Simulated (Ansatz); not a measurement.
# O started on an N site in wurtzite BN, 96 atoms, charge 0, part 2 of 2

Ansatz 0.2.0, PAW. The steps go on from the part before.

### 3 HSE06 on the final geometry

File in.yaml:

```yaml
crystal:
  lattice:
    - [7.622990, 0.000000, 0.000000]
    - [0.000000, 8.802271, 0.000000]
    - [0.000000, 0.000000, 8.406582]
  atoms:
    - { symbol: B, position: [0.000010, 0.166808, 0.000360] }
    - { symbol: B, position: [0.000015, 0.166694, 0.500314] }
    - { symbol: B, position: [0.333139, 0.166637, 0.000519] }
    - { symbol: B, position: [0.333656, 0.166790, 0.500369] }
    - { symbol: B, position: [0.166562, 0.416658, 0.000404] }
    - { symbol: B, position: [0.166744, 0.416771, 0.500487] }
    - { symbol: B, position: [0.000029, 0.666601, 0.000572] }
    - { symbol: B, position: [0.999949, 0.666977, 0.500378] }
    - { symbol: B, position: [0.666943, 0.166628, 0.000495] }
    - { symbol: B, position: [0.666354, 0.166852, 0.500369] }
    - { symbol: B, position: [0.500076, 0.414511, 0.997547] }
    - { symbol: B, position: [0.500045, 0.413999, 0.506606], spin: 0.2 }
    - { symbol: B, position: [0.331094, 0.667955, 0.997334] }
    - { symbol: B, position: [0.330702, 0.668008, 0.506461], spin: 0.2 }
    - { symbol: B, position: [0.166504, 0.917031, 0.000466] }
    - { symbol: B, position: [0.166791, 0.916494, 0.500355] }
    - { symbol: B, position: [0.833518, 0.416631, 0.000385] }
    - { symbol: B, position: [0.833331, 0.416769, 0.500503] }
    - { symbol: B, position: [0.668763, 0.667831, 0.997480] }
    - { symbol: B, position: [0.669585, 0.668034, 0.506533], spin: 0.2 }
    - { symbol: B, position: [0.499969, 0.917035, 0.000413] }
    - { symbol: B, position: [0.500041, 0.916495, 0.500519] }
    - { symbol: B, position: [0.833477, 0.916951, 0.000530] }
    - { symbol: B, position: [0.833249, 0.916557, 0.500406] }
    - { symbol: B, position: [0.166794, 0.083461, 0.250050] }
    - { symbol: B, position: [0.166339, 0.083444, 0.750308] }
    - { symbol: B, position: [0.999988, 0.333756, 0.250119] }
    - { symbol: B, position: [0.999920, 0.333385, 0.750378] }
    - { symbol: B, position: [0.499931, 0.083305, 0.250061] }
    - { symbol: B, position: [0.499957, 0.083415, 0.750454] }
    - { symbol: B, position: [0.334789, 0.334385, 0.249648] }
    - { symbol: B, position: [0.332411, 0.332348, 0.751346] }
    - { symbol: B, position: [0.168153, 0.584169, 0.249467] }
    - { symbol: B, position: [0.165473, 0.583240, 0.751174] }
    - { symbol: B, position: [0.999803, 0.833192, 0.250003] }
    - { symbol: B, position: [0.999972, 0.833518, 0.750421] }
    - { symbol: B, position: [0.833112, 0.083445, 0.250082] }
    - { symbol: B, position: [0.833582, 0.083487, 0.750316] }
    - { symbol: B, position: [0.665147, 0.334290, 0.249488] }
    - { symbol: B, position: [0.667604, 0.332321, 0.751376] }
    - { symbol: B, position: [0.499541, 0.583654, 0.220472], spin: 0.2 }
    - { symbol: B, position: [0.500030, 0.583438, 0.751141] }
    - { symbol: B, position: [0.333345, 0.831819, 0.249442] }
    - { symbol: B, position: [0.332739, 0.834692, 0.751299] }
    - { symbol: B, position: [0.831894, 0.584084, 0.249420] }
    - { symbol: B, position: [0.834523, 0.583240, 0.751293] }
    - { symbol: B, position: [0.666409, 0.831795, 0.249613] }
    - { symbol: B, position: [0.667209, 0.834643, 0.751341] }
    - { symbol: N, position: [0.999998, 0.166892, 0.187585] }
    - { symbol: N, position: [0.000003, 0.166923, 0.687380] }
    - { symbol: N, position: [0.333292, 0.166793, 0.187667] }
    - { symbol: N, position: [0.333117, 0.166382, 0.687399] }
    - { symbol: N, position: [0.166893, 0.416939, 0.187627] }
    - { symbol: N, position: [0.166675, 0.416703, 0.687397] }
    - { symbol: N, position: [0.999944, 0.666545, 0.187691] }
    - { symbol: N, position: [0.000054, 0.666802, 0.687244] }
    - { symbol: N, position: [0.666723, 0.166819, 0.187646] }
    - { symbol: N, position: [0.666890, 0.166392, 0.687365] }
    - { symbol: N, position: [0.500029, 0.415068, 0.182758] }
    - { symbol: N, position: [0.500036, 0.414243, 0.690855] }
    - { symbol: N, position: [0.331260, 0.667816, 0.182445] }
    - { symbol: N, position: [0.331026, 0.668038, 0.690715] }
    - { symbol: N, position: [0.166680, 0.916835, 0.187655] }
    - { symbol: N, position: [0.166358, 0.917069, 0.687313] }
    - { symbol: N, position: [0.833073, 0.416911, 0.187650] }
    - { symbol: N, position: [0.833377, 0.416755, 0.687439] }
    - { symbol: N, position: [0.668258, 0.667546, 0.182767] }
    - { symbol: N, position: [0.669124, 0.668013, 0.690748] }
    - { symbol: N, position: [0.499948, 0.916489, 0.187646] }
    - { symbol: N, position: [0.500039, 0.916773, 0.687461] }
    - { symbol: N, position: [0.833177, 0.916823, 0.187693] }
    - { symbol: N, position: [0.833635, 0.917088, 0.687393] }
    - { symbol: N, position: [0.167045, 0.083403, 0.437425] }
    - { symbol: N, position: [0.166352, 0.083427, 0.937464] }
    - { symbol: N, position: [0.999989, 0.333586, 0.437419] }
    - { symbol: N, position: [0.999947, 0.333301, 0.937586] }
    - { symbol: N, position: [0.499950, 0.083228, 0.437507] }
    - { symbol: N, position: [0.499968, 0.083647, 0.937572] }
    - { symbol: N, position: [0.334702, 0.335363, 0.437882] }
    - { symbol: N, position: [0.332223, 0.332665, 0.936867] }
    - { symbol: N, position: [0.168959, 0.583477, 0.437798] }
    - { symbol: N, position: [0.165567, 0.582971, 0.936726] }
    - { symbol: N, position: [0.999882, 0.833308, 0.437510] }
    - { symbol: N, position: [0.999924, 0.833344, 0.937536] }
    - { symbol: N, position: [0.832842, 0.083467, 0.437449] }
    - { symbol: N, position: [0.833557, 0.083394, 0.937474] }
    - { symbol: N, position: [0.665224, 0.335377, 0.437868] }
    - { symbol: N, position: [0.667779, 0.332618, 0.936851] }
    - { symbol: N, position: [0.500001, 0.583474, 0.935315] }
    - { symbol: N, position: [0.334605, 0.831220, 0.437835] }
    - { symbol: N, position: [0.332984, 0.834771, 0.936764] }
    - { symbol: N, position: [0.831116, 0.583373, 0.437799] }
    - { symbol: N, position: [0.834356, 0.582990, 0.936816] }
    - { symbol: N, position: [0.665372, 0.831227, 0.437858] }
    - { symbol: N, position: [0.666814, 0.834650, 0.936874] }
    - { symbol: O, position: [0.500171, 0.583207, 0.471010], spin: 0.2 }
  symmetry: { detect: false }
kpoints:
  mp_grid: { grid: [1, 1, 1], shift: [0.25, 0.25, 0.25] }
hamiltonian:
  xc: hse06
magnetization:
  spin_polarized: true
scf:
  occupations: { method: fermi_dirac, width: 0.01 }
output:
  forces: true
  eigenvalues: true
  populations: true
  eigenstates: { kpoints: [[0.25, 0.25, 0.25]], e_range: [-6.0, 6.0], localisation: true }
  write_density: true
  write_potential: true
  elf: true
  volumetric_format: npy
```

The run is started by

```
ansatz run in.yaml --threads 8 --pin off --max-ram 17100MiB --runs-dir r --events-out ev --progress --plain
```

Output:

```text
Pseudopotentials: kind: paw
Functional definition: HSE06
  parameter a = 0.25
  parameter omega = 0.11/bohr
  exchange = pbe_x - a*pbe_x_sr(omega) + a*exact_x_sr(omega)
  correlation = pbe_c
Crystal: 96 atoms, lattice volume = 564.078 Å³
Basis set: ecut = 420 eV, 11009 PW (Γ), exchange–correlation on 108×120×120 points (8 copies of the dense FFT grid, shifted against one another)
Bands: 289, of which v1, the nominal top of the filled ones, is band 193 counted from 1 (192 counted from 0)
Symmetry: 1 space group operations
k-points: 1
Non-local potential: B, projectors of the file, l = 0: 2, l = 1: 2, l = 2: 1
Non-local potential: N, projectors of the file, l = 0: 2, l = 1: 2, l = 2: 1
Non-local potential: O, projectors of the file, l = 0: 2, l = 1: 2, l = 2: 1
PAW form: soft (Blöchl's): semilocal exchange-correlation on the pseudo side does not see the compensation charge
PAW frozen core: B, regenerated for the run's functional, and the local potential with it (the file was generated under x = pbe(κ = 0.804, μ = 0.2195149727645171), c = pbe(β = 0.06672455060314922))
PAW frozen core: N, regenerated for the run's functional, and the local potential with it (the file was generated under x = pbe(κ = 0.804, μ = 0.2195149727645171), c = pbe(β = 0.06672455060314922))
PAW frozen core: O, regenerated for the run's functional, and the local potential with it (the file was generated under x = pbe(κ = 0.804, μ = 0.2195149727645171), c = pbe(β = 0.06672455060314922))
PAW one-centre angular grid: B, 110 points (default); XC on 64 Gauss nodes
PAW one-centre angular grid: N, 110 points (default); XC on 64 Gauss nodes
PAW one-centre angular grid: O, 110 points (default); XC on 96 Gauss nodes
Initial density: superposition of atomic densities (chi_scale 0.1, normalization cell, long waves kept (reshape's long-wave potential 0.24 eV rms))
Starting moments: Σ|m| = 1 μB on 5 of 96 sites
Initial wavefunctions: pseudopotential atomic-orbital guess
Functional: x = pbe(κ = 0.804, μ = 0.2195149727645171), c = pbe(β = 0.06672455060314922), warm-up for x = pbe(κ = 0.804, μ = 0.2195149727645171) + 0.25 (exact − pbe) at short range (hse, ω = 0.20786987370883472 Å⁻¹), c = pbe(β = 0.06672455060314922); HSE06 as pw.x's `hse` composes it (authors' and Libxc's form: `xc: wpbeh`)
iter 1 solved again at ethr=2.69e-2 eV; its pass at ethr=1.00e-1 eV (dr2=1.03e2 eV) is discarded
SCF iter   1: F=—  HF=-26239.136391 eV  |F-HF|=—  |Δ(HF+E_count)|=         —  Δρ=7.40e-2 (↑7.40e-2 ↓7.39e-2)  dr2=1.04e2  dr2_m=1.20e-1  M=0.999 μB ∫|m|=1.057 μB  β_m=0.30  ethr=2.69e-2  ⟨swp⟩=2.0  Hψ=3243  notcnv=0
preconditioner: auto → none  [insulator: Δε(μ)=0.150 eV  Ē_g=18.165 eV  σ=0.010 eV  W_gap=1.00  n_scr=154 (ndim 8)  ℏωp=30.7 eV  f_vac=0.000  D(μ)=0.11/eV (n_scr^D=0)]
[... 7 lines of SCF cycles left out ...]
Mixer restart at iter 7: flushing history
spin-set hold released at iteration 7 (site moments contracting): the magnetisation degrees of freedom join the quasi-Newton model from the next iteration; the mixer history was flushed
[... 3 lines left out ...]
SCF 1 stopped early in 10 iterations: F = -26205.448351 eV  dr2 = 9.24e-5
Initial density: handed on by an earlier stage of this run
Starting moments: Σ|m| = 1 μB on 5 of 96 sites; this step starts from the density that it was given
Initial wavefunctions: those handed on with the density
Functional: x = pbe(κ = 0.804, μ = 0.2195149727645171) + 0.25 (exact − pbe) at short range (hse, ω = 0.20786987370883472 Å⁻¹), c = pbe(β = 0.06672455060314922); HSE06 as pw.x's `hse` composes it (authors' and Libxc's form: `xc: wpbeh`)
Exchange kernel: α = 0.2500, screened, ω = 0.2079 Å⁻¹, Wigner–Seitz truncation, v(0) = 796.5775 eV·Å³, q-mesh 1×1×1, nearest image of the exchange supercell L = 7.62 Å, pair-density grid 40×45×45, without the augmentation charges, whose exchange is taken in its separable form (sized by the pseudopotential files, 50×60×60 at the most), smooth part of the exchange summed in real space on grids 40×44 [...]
Frozen-core exchange: fock
[... 1 line left out ...]
preconditioner: auto → none  [insulator: Δε(μ)=2.177 eV  Ē_g=20.103 eV  σ=0.010 eV  W_gap=1.00  n_scr=154 (ndim 8)  ℏωp=30.7 eV  f_vac=0.000  D(μ)=0.00/eV (n_scr^D=0)]
[... 2 lines left out ...]
SCF iter   4: F=—  HF=-26213.904818 eV  |F-HF|=—  |Δ(HF+E_count)|=   4.81e-3  Δρ=2.08e-4 (↑2.00e-4 ↓2.08e-4)  dr2=6.85e-4  dr2_m=1.11e-5  M=1.000 μB ∫|m|=1.122 μB  β_m=0.59  ethr=2.40e-7  ⟨swp⟩=5.0  Hψ=1854  notcnv=0
SCF iter   5: F=—  HF=-26213.904775 eV  |F-HF|=—  |Δ(HF+E_count)|=   4.33e-5  Δρ=1.08e-4 (↑1.08e-4 ↓1.03e-4)  dr2=3.48e-4  dr2_m=5.05e-6  M=1.000 μB ∫|m|=1.122 μB  β_m=0.52  ethr=1.74e-7  ⟨swp⟩=4.5  Hψ=1416  notcnv=0
SCF iter   6: F=-26213.904623 eV  HF=-26213.904658 eV  |F-HF|=3.46e-5  |Δ(HF+E_count)|=   1.17e-4  Δρ=5.22e-5 (↑5.22e-5 ↓4.95e-5)  dr2=4.63e-5  dr2_m=1.78e-6  M=1.000 μB ∫|m|=1.122 μB  ethr=8.75e-8  ⟨swp⟩=4.0  Hψ=992  notcnv=0  defer=3
SCF 2 stopped early in 6 iterations: F = -26213.904623 eV  dr2 = 4.63e-5
  Residual-converged pass: ⟨swp⟩=4.0  Hψ=1398  notcnv=0  max |occ|·‖R‖ = 6.1e-6 eV (tolerance 6.7e-6 eV)  dr2=4.42e-5  dr2_m=1.83e-6  dr2_onsite=1.83e-6  max |Δocc| = 0.0e0
hybrid outer 1: dexx = +1.149e-1 eV, tail = 1.62e-4 eV
SCF iter   1: F=—  HF=-26213.903102 eV  |F-HF|=—  |Δ(HF+E_count)|=         —  Δρ=1.38e-5 (↑1.38e-5 ↓1.32e-5)  dr2=4.60e-6  dr2_m=2.22e-7  M=1.000 μB ∫|m|=1.123 μB  β_m=0.30  ethr=2.11e-7  ⟨swp⟩=8.0  Hψ=1470  notcnv=0
preconditioner: auto → none  [insulator: Δε(μ)=2.207 eV  Ē_g=20.104 eV  σ=0.010 eV  W_gap=1.00  n_scr=154 (ndim 8)  ℏωp=30.7 eV  f_vac=0.000  D(μ)=0.00/eV (n_scr^D=0)]
SCF iter   2: F=—  HF=-26213.903105 eV  |F-HF|=—  |Δ(HF+E_count)|=   2.88e-6  Δρ=1.20e-5 (↑1.19e-5 ↓1.20e-5)  dr2=1.55e-6  dr2_m=1.67e-7  M=1.000 μB ∫|m|=1.123 μB  β_m=0.36  ethr=1.11e-9  ⟨swp⟩=6.5  Hψ=1368  notcnv=0
[... 3 lines of SCF cycles left out ...]
SCF iter   6: F=—  HF=-26213.903105 eV  |F-HF|=—  |Δ(HF+E_count)|=   5.71e-9  Δρ=3.91e-7 (↑3.91e-7 ↓3.59e-7)  dr2=8.79e-10  dr2_m=3.18e-10  M=1.000 μB ∫|m|=1.123 μB  β_m=0.61  ethr=6.43e-12  ⟨swp⟩=6.5  Hψ=1197  notcnv=0  defer=5
SCF iter   7: F=-26213.903105 eV  HF=-26213.903105 eV  |F-HF|=5.82e-11  |Δ(HF+E_count)|=  8.00e-11  Δρ=1.70e-7 (↑1.62e-7 ↓1.70e-7)  dr2=1.37e-10  dr2_m=7.72e-11  M=1.000 μB ∫|m|=1.123 μB  ethr=1.60e-12 (applied; sched 1.00e-12)  ⟨swp⟩=6.5  Hψ=979  notcnv=0
SCF 3 converged in 7 iterations: F = -26213.903105 eV  dr2 = 1.37e-10
  Residual-converged pass: ⟨swp⟩=3.0  Hψ=986  notcnv=0  max |occ|·‖R‖ = 2.6e-7 eV (tolerance 2.7e-7 eV)  dr2=1.43e-10  dr2_m=8.14e-11  dr2_onsite=2.03e-11  max |Δocc| = 0.0e0
[... from here the SCF cycle lines were not kept, up to the last twenty ...]
hybrid outer 2: dexx = +3.435e-6 eV, tail = 8.45e-9 eV, Δε = 1.60e-3 eV (about 1.46e-5 eV left of the loop's levels), ΔF = 3.40e-3 eV/Å (tail 1.86e-4)
NSCF: frozen V_eff on 1 k-points
this state was not tested for a lower state beside it, because the functional holds exact exchange (a hybrid, or Hartree-Fock), whose exchange loop this test does not read (fock_operator); the stability check (scf.self_checks: high) cannot read this state: a pseudopotential is PAW: the check reads norm-conserving sets alone
hybrid SCF converged: 2 outer / 13 inner (+10 warm-up), last move |dexx| = 3.44e-6 eV, tail = 8.45e-9 eV
Magnetization: 1.0000 μB (193.0000 up, 192.0000 down)
Absolute magnetization: 1.1246 μB (∫|ρ↑−ρ↓|, with the PAW one-centre terms)
Spin contamination: 0.0039 ħ² per cell (⟨S²⟩ above its minimum at these occupations)
Per-site moments (μB) at R_I (Å): [(-1.2566958083670279e-6, 0.6425104067991103), (9.462017416460494e-5, 0.6440289728386267), (8.426797134385199e-5, 0.6419823689188121), (0.00042103085148775576, 0.6426575299314029), (5.2719653563406e-5, 0.6425799972996944), (0.0011700281906252298, 0.6429896732815399), (0.0002640267269735336, 0.6420104214872623), (0.0007716516094850861, 0.6420809816987562), (0.00014 [...]
Free energy (F): -26213.903105 eV
Harris-Foulkes:  -26213.903105 eV  (|F-HF|=5.82e-11)
Internal energy: -26213.903105 eV  (E = F + TS)
E sigma→0 (E₀):  -26213.903105 eV
Fermi energy:    16.927296 eV
--- Per-component energies (eV) ---
  E_band       = 668.354496
  E_kinetic    = 8979.789320
  E_local      = -8552.396601  (includes V_loc(G=0)·N_el)
  E_nonlocal   = 2671.714143
  E_hartree    = 2440.182459
  E_xc         = -3647.660295
  E_vxc        = -4492.831185  (∫ρ·V_xc dr)
  E_exx        = -946.240002  (= α·E_x^exact, valence–valence)
  E_paw        = -9858.921034  (= ΣΔE_a)
  E_vpaw       = -925.813744  (= ΣTr[D̂ρ^β])
  E_aug_tail   = 0.007309  (compensation charges beyond the density's cutoff)
  E_ewald      = -17298.708141
  E_core_change = -1.670266  (= ΣΔE_core)
  E_smearing   = -0.000000  (= −TS)
  E_closure    = 0.000002  (closes the sum)
  Σ components = -26213.903105   (vs F -26213.903105, Δ=0.00e0)
--- Forces (eV/Å), atoms counted from 1 ---
  atom   1  B     -0.00019367     0.00548015    -0.01922914
  atom   2  B      0.00194269     0.00730831    -0.02970715
[... 9 atoms left out ...]
  atom  12  B      0.00352939     0.16653704    -0.01381123
[... 1 atom left out ...]
  atom  14  B      0.13785439    -0.07593910    -0.01059776
[... 5 atoms left out ...]
  atom  20  B     -0.14348211    -0.08311957    -0.01472387
[... 20 atoms left out ...]
  atom  41  B     -0.00202384    -0.01908381    -0.10807768
[... 17 atoms left out ...]
  atom  59  N     -0.00988556    -0.11198406    -0.16950750
[... 1 atom left out ...]
  atom  61  N     -0.08793841     0.04911115    -0.16212361
[... 5 atoms left out ...]
  atom  67  N      0.11210110     0.07342655    -0.16662669
  atom  68  N      0.00881302     0.00384643     0.00391623
[... 18 atoms left out ...]
  atom  87  N      0.00259041    -0.03382257     0.04068509
[... 2 atoms left out ...]
  atom  90  N     -0.02771158     0.01761556     0.03969188
[... 1 atom left out ...]
  atom  92  N      0.02815023     0.01548319     0.04703786
[... 3 atoms left out ...]
  atom  96  O     -0.00036111     0.00223104     0.60073159
  max |Σ_I F_I| component: 6.39e-5 eV/Å
--- Band table (eV) ---
  k-point 0 ↑: bands = [... 180 lower levels ..., "8.3908", "8.4187", "8.6630", "8.8803", "8.9313", "9.1204", "9.1530", "9.2407", "9.3104", "9.3609", "9.7853", "10.1304", "15.8241", "18.0569", "18.0640", "18.6341", "18.7180", "18.9264", "19.0388", "19.2157", "19.3182", "19.3725", "19.4235", "19.4686", ... 85 higher levels ...]
[... 1 line left out ...]
--- Löwdin populations: 96 sites ---
  site symbol       q [e]    m [muB]
     0      B      2.6541    -0.0000
     1      B      2.6528     0.0003
[... 9 atoms left out ...]
    11      B      2.5833     0.0023
[... 1 atom left out ...]
    13      B      2.5820     0.0023
[... 5 atoms left out ...]
    19      B      2.5825     0.0022
[... 20 atoms left out ...]
    40      B      2.9029     0.7350
[... 26 atoms left out ...]
    67      N      5.3203     0.0009
[... 18 atoms left out ...]
    86      N      5.3160    -0.0009
[... 2 atoms left out ...]
    89      N      5.3156    -0.0010
[... 1 atom left out ...]
    91      N      5.3155    -0.0008
[... 3 atoms left out ...]
    95      O      6.2925     0.0927
  spilling = 0.003951 (of n_electrons = 385.000000)
```

It took 6.2 min on 8 threads of Arm Neoverse-V2, shared host; peak memory 3.5 GiB.

At the single k point (¼, ¼, ¼) the filled levels end at 15.824 eV and the empty ones begin at 18.032 eV, a spacing of 2.21 eV.

Frontier states and how far they spread:

```csv
level (eV),spin,filling,atoms sharing it,main element,its share,largest atom
0.00,up,1.00,4.0,B,0.66,B41 (0.48)
2.21,down,0.00,82.3,B,0.57,–
2.23,up,0.00,93.5,B,0.56,–
2.24,up,0.00,93.5,B,0.56,–
2.26,down,0.00,93.1,B,0.56,–
2.43,down,0.00,29.6,B,0.60,B41 (0.14)
```

On these atoms HSE06 leaves forces up to 0.60 eV/Å (on O96), as they were relaxed at another level of theory (and may have been on other k points).

Largest Löwdin moments: B41 +0.73, O96 +0.09, B13 +0.03, B11 +0.03, B19 +0.03.

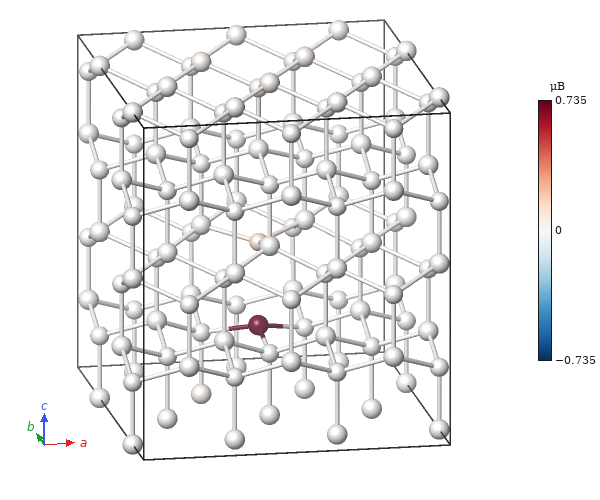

The cell with each atom coloured by its Löwdin moment.

### 4 What came out

What follows sums up all 2 parts.

| level | time | top filled to lowest empty (eV) | moment (μB) |
| --- | --- | --- | --- |
| PBEsol, relaxation | 1.9 min (8 CPU threads) | 0.93 | 1.00 |
| HSE06 | 6.2 min (8 CPU threads) | 2.21 | 1.00 |

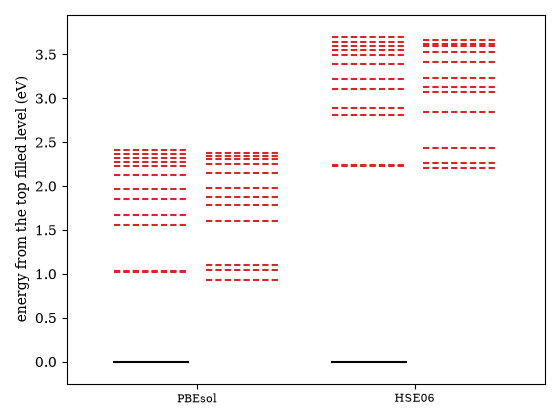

Levels near the gap by PBEsol, HSE06: filled black, empty red and dashed, spin up left and down right.

```
            quantity                             value
          relaxation  7 recorded steps, 2.90 eV gained
       largest shift     0.23 Å (B41 and others alike)
largest local moment                     +0.73 μB on B
```

**Reading.** The relaxation lowers the energy by 2.90 eV; the largest shift is 0.23 Å (B41 and others alike). At the same k points, PBEsol gives a spacing 1.28 eV smaller than the 2.21 eV of HSE06. In a defect cell this spacing can involve defect levels, so it need not be the gap.
